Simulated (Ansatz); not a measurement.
# Al2Ru: elastic constants, part 2 of 2

The task, for Al2Ru: find the equilibrium cell, tighten the relaxation for response calculations and compute the elastic constants.

Ansatz 0.2.0; DFT r2SCAN, scalar-relativistic, plane waves, PAW.

## 5. Strained cells: the elastic tensor

Input file input.yaml:

```yaml
crystal:
  lattice:
    - [0.0, 3.9895638534, 4.3914498632]
    - [2.353205963, 0.0, 4.3914498632]
    - [2.353205963, 3.9895638534, 0.0]
  atoms:
    - { symbol: Al, position: [0.0790272333, 0.4209727667, 0.0790272333] }
    - { symbol: Al, position: [0.4209727667, 0.0790272333, 0.4209727667] }
    - { symbol: Al, position: [0.1709727667, 0.8290272333, 0.1709727667] }
    - { symbol: Al, position: [0.8290272333, 0.1709727667, 0.8290272333] }
    - { symbol: Ru, position: [0.75, 0.75, 0.75] }
    - { symbol: Ru, position: [0.5, 0.5, 0.5] }
basis:
  ecutwfc: 500
kpoints:
  mp_grid: { grid: [10, 10, 10] }
hamiltonian:
  xc: r2scan
scf:
  occupations: { method: gaussian, width: 0.01 }
output:
  forces: true
  stress: true
  eigenvalues: true
elastic:
  mode: relaxed_ion
  stencil: two_point
```

Started as:

```console
$ ansatz run input.yaml --threads 4 --pin off --max-ram 10240MiB --backend cpu --events-out ev --progress --plain --runs-dir out
```

The log of the run:

```text
Warning: RAYON_NUM_THREADS=4 ignored (pool sized by the plan → 4); use --threads N
Engine: ansatz 0.2.0, aarch64-unknown-linux-gnu
Pseudopotentials: kind: paw
Pseudopotential: Al, paw, valence charge 3, recommended cutoff 500 eV (meta_gga), Al.paw.azcp
Pseudopotential: Ru, paw, valence charge 16, recommended cutoff 500 eV (meta_gga), Ru.paw.azcp
Functional definition: r2SCAN
  parameter k0 = 0.174
  parameter k1 = 0.065
  parameter a1 = 4.9479
  exchange = r2scan_x(k0 = k0, k1 = k1, a1 = a1)
  correlation = r2scan_c
Crystal: 6 atoms, lattice volume = 82.456 Å³
Basis set: ecut = 500 eV, 2075 PW (Γ), exchange–correlation on 180×160×144 points (64 copies of the dense FFT grid, shifted against one another)
Bands: 28, of which v1, the nominal top of the filled ones, is band 22 counted from 1 (21 counted from 0)
Symmetry: 8 space group operations
Space group: Fddd (ITA 70), of the structure as read, at distance tolerance 4.4e-5 Å
k-points: 171 of 1000
Non-local potential: Al, projectors of the file, l = 0: 2, l = 1: 2, l = 2: 1
Non-local potential: Ru, projectors of the file, l = 0: 3, l = 1: 2, l = 2: 2, l = 3: 1
PAW form: soft (Blöchl's): semilocal exchange-correlation on the pseudo side does not see the compensation charge
PAW frozen core: Al, regenerated for the run's functional (the file was generated under x = pbe(κ = 0.804, μ = 0.2195149727645171), c = pbe(β = 0.06672455060314922))
PAW frozen core: Ru, regenerated for the run's functional (the file was generated under x = pbe(κ = 0.804, μ = 0.2195149727645171), c = pbe(β = 0.06672455060314922))
PAW one-centre angular grid: Al, 302 points (default); XC on 160 Gauss nodes
PAW one-centre angular grid: Ru, 590 points (default); XC on 160 Gauss nodes
Initial density: superposition of atomic densities (neutral atoms: chi_scale 0, normalization atom), corrected by the library's trained network
Initial wavefunctions: pseudopotential atomic-orbital guess
Functional: x = r2scan, c = r2scan; τ floored in thin density (d = 2e-4 eV/Å³)
SCF iter   1: F=—  HF=-13947.618424 eV  |F-HF|=—  |Δ(HF+E_count)|=         —  Δρ=6.37e-3  dr2=2.72e-2  dr2_τ=5.20e-2  ethr=1.77e-3  ⟨swp⟩=7.3  Hψ=23373  notcnv=0
preconditioner: auto → none  [insulator: Δε(μ)=0.149 eV  Ē_g=6.942 eV  σ=0.010 eV  W_gap=1.00  n_scr=16 (ndim 8)  ℏωp=21.6 eV  f_vac=0.000  D(μ)=0.00/eV (n_scr^D=0)  ε∞_Penn≈10.7]
SCF iter   2: F=—  HF=-13947.670320 eV  |F-HF|=—  |Δ(HF+E_count)|=   5.19e-2  Δρ=4.59e-3  dr2=1.67e-2  dr2_τ=1.25e-3  ethr=6.18e-5  ⟨swp⟩=2.1  Hψ=9340  notcnv=0  defer=248
SCF iter   3: F=—  HF=-13947.674261 eV  |F-HF|=—  |Δ(HF+E_count)|=   3.94e-3  Δρ=5.05e-3  dr2=3.69e-2  dr2_τ=3.02e-3  ethr=3.79e-5  ⟨swp⟩=2.1  Hψ=8694  notcnv=0  defer=248
SCF iter   4: F=—  HF=-13947.668251 eV  |F-HF|=—  |Δ(HF+E_count)|=   6.01e-3  Δρ=5.27e-4  dr2=1.63e-4  dr2_τ=8.66e-6  ethr=3.79e-5  ⟨swp⟩=2.0  Hψ=7350  notcnv=0  defer=248
SCF iter   5: F=—  HF=-13947.668258 eV  |F-HF|=—  |Δ(HF+E_count)|=   7.41e-6  Δρ=2.17e-4  dr2=1.86e-5  dr2_τ=1.57e-6  ethr=3.71e-7  ⟨swp⟩=2.6  Hψ=8121  notcnv=0  defer=248
SCF iter   6: F=—  HF=-13947.668272 eV  |F-HF|=—  |Δ(HF+E_count)|=   1.37e-5  Δρ=3.17e-5  dr2=3.48e-7  dr2_τ=2.37e-8  ethr=4.23e-8  ⟨swp⟩=2.0  Hψ=6929  notcnv=0  defer=248
SCF iter   7: F=—  HF=-13947.668272 eV  |F-HF|=—  |Δ(HF+E_count)|=   3.50e-7  Δρ=4.07e-6  dr2=4.99e-9  dr2_τ=9.61e-10  ethr=7.90e-10  ⟨swp⟩=2.0  Hψ=7101  notcnv=0  defer=248
SCF iter   8: F=—  HF=-13947.668272 eV  |F-HF|=—  |Δ(HF+E_count)|=   6.15e-9  Δρ=8.90e-7  dr2=3.79e-10  dr2_τ=3.06e-11  ethr=1.13e-11  ⟨swp⟩=2.0  Hψ=8009  notcnv=0  defer=248
SCF iter   9: F=—  HF=-13947.668272 eV  |F-HF|=—  |Δ(HF+E_count)|=  2.06e-10  Δρ=1.54e-7  dr2=1.46e-11  dr2_τ=5.78e-13  ethr=8.61e-13 (applied; sched 1.00e-12)  ⟨swp⟩=2.9  Hψ=8318  notcnv=0  defer=248
SCF iter  10: F=—  HF=-13947.668272 eV  |F-HF|=—  |Δ(HF+E_count)|=  5.46e-12  Δρ=2.30e-8  dr2=5.24e-13  dr2_τ=4.22e-14  ethr=3.31e-14 (applied; sched 1.00e-12)  ⟨swp⟩=2.0  Hψ=6899  notcnv=0  defer=248
SCF iter  11: F=-13947.668272 eV  HF=-13947.668272 eV  |F-HF|=1.82e-12  |Δ(HF+E_count)|=    0.00e0  Δρ=4.08e-9  dr2=1.48e-14  dr2_τ=1.31e-15  ethr=1.00e-12  ⟨swp⟩=8.4  Hψ=19437  notcnv=0
SCF 1 converged in 11 iterations: F = -13947.668272 eV  dr2 = 1.48e-14
relax step   1: F+E_penalty+E_count = -13947.66827168 eV  Δ(F+E_penalty+E_count) = +0.000e0 eV  max|allowed force component| = 1.921e-4 eV/Å  Δτ_max = 0.0000 Å  (11 SCF iters, accepted)
[... from here on, the SCF cycles and remarks between the steps are left out ...]
relax step   2: F+E_penalty+E_count = -13947.66827169 eV  Δ(F+E_penalty+E_count) = -5.701e-9 eV  max|allowed force component| = 3.362e-5 eV/Å  Δτ_max = 0.0000 Å  (6 SCF iters, accepted)
relax step   1: F+E_penalty+E_count = -13947.66786916 eV  Δ(F+E_penalty+E_count) = +0.000e0 eV  max|allowed force component| = 1.145e-2 eV/Å  Δτ_max = 0.0000 Å  (10 SCF iters, accepted)
relax step   2: F+E_penalty+E_count = -13947.66788992 eV  Δ(F+E_penalty+E_count) = -2.076e-5 eV  max|allowed force component| = 5.261e-5 eV/Å  Δτ_max = 0.0009 Å  (8 SCF iters, accepted)
relax step   3: F+E_penalty+E_count = -13947.66788992 eV  Δ(F+E_penalty+E_count) = -4.347e-10 eV  max|allowed force component| = 3.730e-8 eV/Å  Δτ_max = 0.0000 Å  (5 SCF iters, accepted)
relax step   1: F+E_penalty+E_count = -13947.66787351 eV  Δ(F+E_penalty+E_count) = +0.000e0 eV  max|allowed force component| = 1.151e-2 eV/Å  Δτ_max = 0.0000 Å  (10 SCF iters, accepted)
relax step   2: F+E_penalty+E_count = -13947.66789466 eV  Δ(F+E_penalty+E_count) = -2.115e-5 eV  max|allowed force component| = 1.146e-4 eV/Å  Δτ_max = 0.0009 Å  (8 SCF iters, accepted)
relax step   3: F+E_penalty+E_count = -13947.66789467 eV  Δ(F+E_penalty+E_count) = -2.094e-9 eV  max|allowed force component| = 6.995e-8 eV/Å  Δτ_max = 0.0000 Å  (5 SCF iters, accepted)
relax step   1: F+E_penalty+E_count = -13947.66791380 eV  Δ(F+E_penalty+E_count) = +0.000e0 eV  max|allowed force component| = 2.772e-5 eV/Å  Δτ_max = 0.0000 Å  (10 SCF iters, accepted)
relax step   1: F+E_penalty+E_count = -13947.66791914 eV  Δ(F+E_penalty+E_count) = +0.000e0 eV  max|allowed force component| = 7.278e-6 eV/Å  Δτ_max = 0.0000 Å  (10 SCF iters, accepted)
relax step   1: F+E_penalty+E_count = -13947.66785535 eV  Δ(F+E_penalty+E_count) = +0.000e0 eV  max|allowed force component| = 3.410e-3 eV/Å  Δτ_max = 0.0000 Å  (10 SCF iters, accepted)
relax step   2: F+E_penalty+E_count = -13947.66785720 eV  Δ(F+E_penalty+E_count) = -1.850e-6 eV  max|allowed force component| = 1.183e-6 eV/Å  Δτ_max = 0.0003 Å  (7 SCF iters, accepted)
relax step   1: F+E_penalty+E_count = -13947.66786370 eV  Δ(F+E_penalty+E_count) = +0.000e0 eV  max|allowed force component| = 3.342e-3 eV/Å  Δτ_max = 0.0000 Å  (10 SCF iters, accepted)
relax step   2: F+E_penalty+E_count = -13947.66786548 eV  Δ(F+E_penalty+E_count) = -1.776e-6 eV  max|allowed force component| = 1.652e-6 eV/Å  Δτ_max = 0.0003 Å  (7 SCF iters, accepted)
relax step   1: F+E_penalty+E_count = -13947.66816217 eV  Δ(F+E_penalty+E_count) = +0.000e0 eV  max|allowed force component| = 1.097e-2 eV/Å  Δτ_max = 0.0000 Å  (10 SCF iters, accepted)
relax step   2: F+E_penalty+E_count = -13947.66817918 eV  Δ(F+E_penalty+E_count) = -1.700e-5 eV  max|allowed force component| = 1.111e-2 eV/Å  Δτ_max = 0.0015 Å  (9 SCF iters, accepted)
relax step   3: F+E_penalty+E_count = -13947.66819282 eV  Δ(F+E_penalty+E_count) = -1.364e-5 eV  max|allowed force component| = 9.352e-4 eV/Å  Δτ_max = 0.0007 Å  (9 SCF iters, accepted)
relax step   4: F+E_penalty+E_count = -13947.66819322 eV  Δ(F+E_penalty+E_count) = -3.962e-7 eV  max|allowed force component| = 3.325e-4 eV/Å  Δτ_max = 0.0001 Å  (8 SCF iters, accepted)
relax step   5: F+E_penalty+E_count = -13947.66819325 eV  Δ(F+E_penalty+E_count) = -3.886e-8 eV  max|allowed force component| = 1.098e-5 eV/Å  Δτ_max = 0.0001 Å  (8 SCF iters, accepted)
relax step   1: F+E_penalty+E_count = -13947.66816218 eV  Δ(F+E_penalty+E_count) = +0.000e0 eV  max|allowed force component| = 1.097e-2 eV/Å  Δτ_max = 0.0000 Å  (10 SCF iters, accepted)
relax step   2: F+E_penalty+E_count = -13947.66819324 eV  Δ(F+E_penalty+E_count) = -3.107e-5 eV  max|allowed force component| = 3.154e-4 eV/Å  Δτ_max = 0.0012 Å  (9 SCF iters, accepted)
relax step   3: F+E_penalty+E_count = -13947.66819325 eV  Δ(F+E_penalty+E_count) = -1.303e-8 eV  max|allowed force component| = 1.770e-5 eV/Å  Δτ_max = 0.0000 Å  (7 SCF iters, accepted)
relax step   1: F+E_penalty+E_count = -13947.66810346 eV  Δ(F+E_penalty+E_count) = +0.000e0 eV  max|allowed force component| = 9.735e-3 eV/Å  Δτ_max = 0.0000 Å  (10 SCF iters, accepted)
relax step   2: F+E_penalty+E_count = -13947.66812989 eV  Δ(F+E_penalty+E_count) = -2.643e-5 eV  max|allowed force component| = 1.575e-2 eV/Å  Δτ_max = 0.0016 Å  (9 SCF iters, accepted)
relax step   3: F+E_penalty+E_count = -13947.66811668 eV  Δ(F+E_penalty+E_count) = +1.321e-5 eV  max|allowed force component| = 1.886e-2 eV/Å  Δτ_max = 0.0015 Å  (10 SCF iters, rejected (line search))
relax step   4: F+E_penalty+E_count = -13947.66814319 eV  Δ(F+E_penalty+E_count) = -1.330e-5 eV  max|allowed force component| = 1.808e-5 eV/Å  Δτ_max = 0.0007 Å  (9 SCF iters, accepted)
relax step   1: F+E_penalty+E_count = -13947.66810346 eV  Δ(F+E_penalty+E_count) = +0.000e0 eV  max|allowed force component| = 9.736e-3 eV/Å  Δτ_max = 0.0000 Å  (10 SCF iters, accepted)
relax step   2: F+E_penalty+E_count = -13947.66814320 eV  Δ(F+E_penalty+E_count) = -3.974e-5 eV  max|allowed force component| = 8.252e-5 eV/Å  Δτ_max = 0.0020 Å  (10 SCF iters, accepted)
relax step   3: F+E_penalty+E_count = -13947.66814320 eV  Δ(F+E_penalty+E_count) = -8.367e-10 eV  max|allowed force component| = 4.927e-7 eV/Å  Δτ_max = 0.0000 Å  (6 SCF iters, accepted)
relax step   1: F+E_penalty+E_count = -13947.66814487 eV  Δ(F+E_penalty+E_count) = +0.000e0 eV  max|allowed force component| = 1.035e-2 eV/Å  Δτ_max = 0.0000 Å  (10 SCF iters, accepted)
relax step   2: F+E_penalty+E_count = -13947.66815261 eV  Δ(F+E_penalty+E_count) = -7.735e-6 eV  max|allowed force component| = 1.400e-2 eV/Å  Δτ_max = 0.0012 Å  (9 SCF iters, accepted)
relax step   3: F+E_penalty+E_count = -13947.66814568 eV  Δ(F+E_penalty+E_count) = +6.928e-6 eV  max|allowed force component| = 1.807e-2 eV/Å  Δτ_max = 0.0014 Å  (9 SCF iters, rejected (line search))
relax step   4: F+E_penalty+E_count = -13947.66816469 eV  Δ(F+E_penalty+E_count) = -1.209e-5 eV  max|allowed force component| = 3.815e-4 eV/Å  Δτ_max = 0.0007 Å  (9 SCF iters, accepted)
relax step   5: F+E_penalty+E_count = -13947.66816472 eV  Δ(F+E_penalty+E_count) = -2.584e-8 eV  max|allowed force component| = 2.710e-5 eV/Å  Δτ_max = 0.0000 Å  (7 SCF iters, accepted)
relax step   1: F+E_penalty+E_count = -13947.66814487 eV  Δ(F+E_penalty+E_count) = +0.000e0 eV  max|allowed force component| = 1.035e-2 eV/Å  Δτ_max = 0.0000 Å  (10 SCF iters, accepted)
relax step   2: F+E_penalty+E_count = -13947.66816472 eV  Δ(F+E_penalty+E_count) = -1.984e-5 eV  max|allowed force component| = 1.943e-4 eV/Å  Δτ_max = 0.0009 Å  (9 SCF iters, accepted)
relax step   3: F+E_penalty+E_count = -13947.66816472 eV  Δ(F+E_penalty+E_count) = -7.298e-9 eV  max|allowed force component| = 1.399e-5 eV/Å  Δτ_max = 0.0000 Å  (7 SCF iters, accepted)
iter 1 solved again at ethr=1.00e-12 eV; its pass at ethr=3.10e-3 eV (dr2=6.87e-15 eV) is discarded
SCF iter   1: F=—  HF=-13947.668165 eV  |F-HF|=—  |Δ(HF+E_count)|=         —  Δρ=4.98e-9  dr2=5.22e-15  dr2_τ=1.04e-15  ethr=1.00e-12  ⟨swp⟩=2.3  Hψ=40539  notcnv=0
SCF iter   2: F=-13947.668165 eV  HF=-13947.668165 eV  |F-HF|=1.82e-12  |Δ(HF+E_count)|=  5.46e-12  Δρ=2.68e-9  dr2=1.69e-15  dr2_τ=3.03e-16  ethr=1.00e-12  ⟨swp⟩=4.0  Hψ=25728  notcnv=0
SCF 51 converged in 2 iterations: F = -13947.668165 eV  dr2 = 1.69e-15
SCF converged after 2 iterations
Free energy (F): -13947.668272 eV
Harris-Foulkes:  -13947.668272 eV  (|F-HF|=1.82e-12)
Internal energy: -13947.668272 eV  (E = F + TS)
E sigma→0 (E₀):  -13947.668272 eV
Fermi energy:    14.195617 eV
--- Per-component energies (eV) ---
  E_band       = -321.118997
  E_kinetic    = 1133.859981
  E_local      = -4202.963092  (includes V_loc(G=0)·N_el)
  E_nonlocal   = 725.808054
  E_hartree    = 1559.485139
  E_xc         = -521.095242
  E_vxc        = -667.465397  (∫ρ·V_xc dr)
  E_paw        = -8852.370828  (= ΣΔE_a)
  E_vpaw       = -472.968783  (= ΣTr[D̂ρ^β])
  E_aug_tail   = 0.000178  (compensation charges beyond the density's cutoff)
  E_vtau       = 43.639804  (kinetic-family band-sum trace: ∫τ·v_τ [+ j·A + Jᵃ·Aᵃ] dr)
  E_ewald      = -3789.530119
  E_core_change = -0.862343  (= ΣΔE_core)
  E_smearing   = -0.000000  (= −TS)
  E_closure    = 0.000000  (closes the sum)
  Σ components = -13947.668272   (vs F -13947.668272, Δ=0.00e0)
--- Forces (eV/Å), atoms counted from 1 ---
  atom   1  Al     0.00000000    -0.00003369     0.00000000
  atom   2  Al    -0.00000000     0.00003369     0.00000000
  atom   3  Al    -0.00000000     0.00003369     0.00000000
  atom   4  Al     0.00000000    -0.00003369     0.00000000
  atom   5  Ru     0.00000000    -0.00000000     0.00000000
  atom   6  Ru    -0.00000000     0.00000000     0.00000000
  max |Σ_I F_I| component: 0.00e0 eV/Å
--- Stress (GPa, compression-positive) ---
        0.001030      -0.000000      -0.000000
       -0.000000      -0.001003       0.000000
       -0.000000       0.000000       0.001544
  P = ⅓ Tr σ = 0.0005 GPa (0.005 kbar)
--- Band table (eV; the first three rows and the last of 171) ---
  k-point 0: bands = ["-60.6283", "-60.6141", "-29.9938", "-29.9105", "-29.9002", "-29.8464", "-29.8371", "-29.8344", "2.4659", "7.5890", "9.1730", "9.1825", "9.7265", "10.3602", "10.5021", "10.6032", "10.6770", "10.9833", "12.0013", "12.7591", "12.8847", "14.1084", "15.9588", "16.4752", "16.6265", "16.8305", "17.0225", "17.7623"]
[... 3 lines left out ...]
--- Elastic constants: 6 strain directions × 2 members + reference (group order 8) ---
  dense FFT box of the reference and of every strained cell: 45×40×36
  strains applied: 11, 22, 33, 23, 13, 12; error gains: componentwise 1.00 (the most a stress slope's error grows in a printed constant), spectral 1.00 (1 for all six strains in a standard setting)
  reference relaxed by the batch: 2 steps; max|allowed force component| 1.92e-4 eV/Å at the deck's positions, 3.36e-5 at the last accepted step, 3.36e-5 by the solve of record
  largest displacement 1.3e-5 Å; the constants are those of the deck's cell at these positions:
  atoms:
    - { symbol: Al, position: [0.07902565336947653, 0.42097434663052347, 0.07902565336947653] }
    - { symbol: Al, position: [0.4209743466305236, 0.07902565336947642, 0.4209743466305236] }
    - { symbol: Al, position: [0.17097434663052347, 0.8290256533694765, 0.17097434663052347] }
    - { symbol: Al, position: [0.8290256533694766, 0.17097434663052336, 0.8290256533694766] }
    - { symbol: Ru, position: [0.7500000000000001, 0.7499999999999999, 0.75] }
    - { symbol: Ru, position: [0.5000000000000001, 0.4999999999999999, 0.5] }
  C = ∂σ_k/∂η_j (tension-positive GPa; Voigt order 11 22 33 23 13 12):
       370.732     76.520    108.204     -0.000      0.000      0.000
        76.523    345.811     86.797      0.000     -0.000      0.000
       108.199     86.798    401.651     -0.000     -0.000      0.000
         0.000     -0.000      0.000     76.978      0.000     -0.000
         0.000      0.000     -0.000      0.000    126.165      0.000
        -0.000     -0.000     -0.000      0.000      0.000    105.503
  reference stress σ⁰ (GPa):     -0.001      0.001     -0.002     -0.000      0.000      0.000
  C* (energy form; C + prestress term) asymmetry max|C*_kj − C*_jk| = 5.458e-3 GPa — a small one proves nothing (zero by symmetry where the batch's group is 432, −43m or m−3m); a large one is finite-difference/SCF noise where every solve meets its electron count
  moduli (Voigt/Reuss/Hill, GPa): K = 184.58/183.10/183.84   G = 118.17/112.03/115.10   E = 285.69   ν = 0.241
  mechanically stable: yes (min eigenvalue of sym C = 76.98 GPa)
  strain η (Voigt 11):  stress-route row diagonal C_11 = 370.73 GPa, energy-path curvature d²(F+E_count+ΔE)/dδ²/Ω₀ = 370.77 GPa
         δ    σ_11 (GPa)             F (eV)   n_scf  n_hpsi   n_pw
    -2.000e-3      -0.7482      -13947.6678899       2   43421   2130   relax 3 steps, max|allowed force component| 3.73e-8 eV/Å
     2.000e-3       0.7347      -13947.6678947       2   43726   2138   relax 3 steps, max|allowed force component| 7.00e-8 eV/Å
  strain η (Voigt 22):  stress-route row diagonal C_22 = 345.81 GPa, energy-path curvature d²(F+E_count+ΔE)/dδ²/Ω₀ = 345.80 GPa
         δ    σ_22 (GPa)             F (eV)   n_scf  n_hpsi   n_pw
    -2.000e-3      -0.6968      -13947.6679138       2   42518   2130   relax 1 steps, max|allowed force component| 2.77e-5 eV/Å
     2.000e-3       0.6864      -13947.6679191       2   42924   2134   relax 1 steps, max|allowed force component| 7.28e-6 eV/Å
  strain η (Voigt 33):  stress-route row diagonal C_33 = 401.65 GPa, energy-path curvature d²(F+E_count+ΔE)/dδ²/Ω₀ = 401.65 GPa
         δ    σ_33 (GPa)             F (eV)   n_scf  n_hpsi   n_pw
    -2.000e-3      -0.8112      -13947.6678572       2   42807   2130   relax 2 steps, max|allowed force component| 1.18e-6 eV/Å
     2.000e-3       0.7954      -13947.6678655       2   42746   2134   relax 2 steps, max|allowed force component| 1.65e-6 eV/Å
  strain η (Voigt 23):  stress-route row diagonal C_44 = 76.98 GPa, energy-path curvature d²(F+E_count+ΔE)/dδ²/Ω₀ = 77.00 GPa
         δ    σ_23 (GPa)             F (eV)   n_scf  n_hpsi   n_pw
    -2.000e-3      -0.1540      -13947.6681933       2   70906   2132   relax 5 steps, max|allowed force component| 1.10e-5 eV/Å
     2.000e-3       0.1540      -13947.6681933       2   70969   2132   relax 3 steps, max|allowed force component| 1.77e-5 eV/Å
  strain η (Voigt 13):  stress-route row diagonal C_55 = 126.17 GPa, energy-path curvature d²(F+E_count+ΔE)/dδ²/Ω₀ = 126.19 GPa
         δ    σ_13 (GPa)             F (eV)   n_scf  n_hpsi   n_pw
    -2.000e-3      -0.2523      -13947.6681432       2   72959   2132   relax 4 steps, max|allowed force component| 1.81e-5 eV/Å
     2.000e-3       0.2523      -13947.6681432       2   70869   2132   relax 3 steps, max|allowed force component| 4.93e-7 eV/Å
  strain η (Voigt 12):  stress-route row diagonal C_66 = 105.50 GPa, energy-path curvature d²(F+E_count+ΔE)/dδ²/Ω₀ = 105.53 GPa
         δ    σ_12 (GPa)             F (eV)   n_scf  n_hpsi   n_pw
    -2.000e-3      -0.2110      -13947.6681647       2   71510   2134   relax 5 steps, max|allowed force component| 2.71e-5 eV/Å
     2.000e-3       0.2110      -13947.6681647       2   71287   2134   relax 3 steps, max|allowed force component| 1.40e-5 eV/Å
```

Run time: 11 min. Hardware: 4 threads of Arm Neoverse V2, shared host; peak memory 1.3 GiB.

Derived from the tensor and the density, 6.244 g/cm³, with v_l = √((B+4G/3)/ρ), v_t = √(G/ρ), v_m = [(2/v_t³+1/v_l³)/3]^(−1/3) and Θ = (ħ/k_B)·v_m·(6π²n/V)^(1/3):

| quantity | value |
| --- | --- |
| bulk modulus B | 183.8 GPa |
| shear modulus G | 115.1 GPa |
| B/G | 1.60 |
| universal anisotropy index | 0.28 |
| sound speeds v_l, v_t | 7350, 4293 m/s |
| Debye temperature Θ | 592 K |

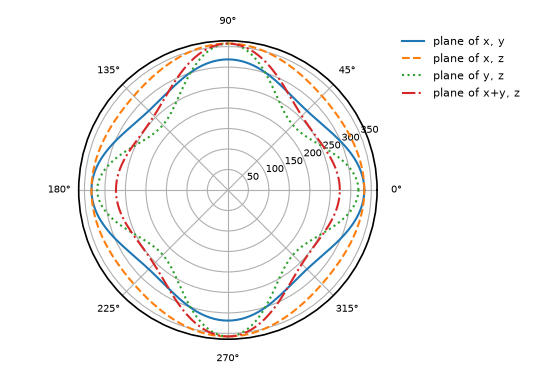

Young's modulus (GPa, as the radius) by direction in planes through the Cartesian axes; the angle runs from the first direction named to the second, and planes that repeat another are left out.

## 6. Results

The summary covers parts 1 to 2.

| quantity | value |
| --- | --- |
| relaxed cell (conventional) | a = 4.706 Å, b = 7.979 Å, c = 8.783 Å, α = 90.00°, β = 90.00°, γ = 90.00° |
| space group (0.01 Å) | Fddd (No. 70) |
| volume | 13.74 Å³/atom |
| formation energy (elements from runs with the same settings, not shown) | -0.77 eV/atom |
| C11, C12, C44 (relaxed-ion) | 371, 77, 77 GPa |
| C33, C13, C66 (relaxed-ion) | 402, 108, 106 GPa |
| B, G, E (Hill) (relaxed-ion) | 184, 115, 286 GPa |
| Poisson ratio (relaxed-ion) | 0.24 |
| Debye temperature | 592 K |

In words: Relaxation left the volume within 0.5 % of the start. The tensor is positive definite (least eigenvalue 77 GPa), so the crystal resists every homogeneous strain. By Pugh's rule of thumb B/G = 1.60 (under 1.75) points to a brittle solid; Young's modulus ranges from about 224 to 357 GPa with direction.
